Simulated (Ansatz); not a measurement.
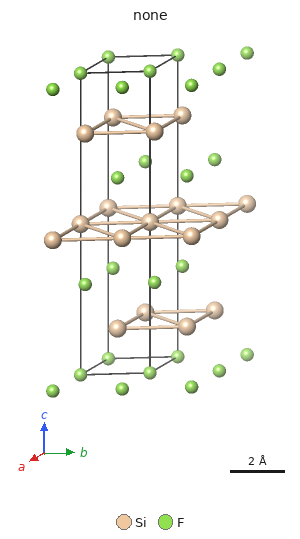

Crystalline SiF (a generated structure, set up in R-3m), relaxed (cell and atoms) with several dispersion corrections. The picture shows the result with none. The picture is a ball-and-stick view of the conventional cell (3 times the calculation's cell), repeated 2 × 2 × 1 with one cell outlined, seen slightly off an axis. Lengths and directions refer to the drawn axes.

Computed with Ansatz 0.2.0: r2SCAN, Ansatz PAW. Set-up: plane-wave cutoff 500 eV; k-point mesh 12 × 12 × 12; occupations fermi-dirac; smearing width 0.05 eV; no spin polarisation; cell and atoms relaxed; force threshold 0.01 eV/Å.

```tsv
dispersion correction	volume (Å³/atom)	a (Å)	c (Å)
D3(BJ)	?	?	?
none	11.673	2.627	11.723
D4	11.543	2.615	11.698
D3(BJ)-ATM	11.537	2.614	11.695
rVV10	11.561	2.617	11.694
```

> Fill in the missing row.

With D3(BJ) the volume is the smallest of the series, below D3(BJ)-ATM (11.537). The calculation gives 11.498 Å³/atom (a = 2.611 Å, c = 11.686 Å). In order of volume: D3(BJ) < D3(BJ)-ATM < D4 < rVV10 < none; the spread is 1.5 %.

Each member starts from this one structure; whether another phase lies lower wasn't checked.
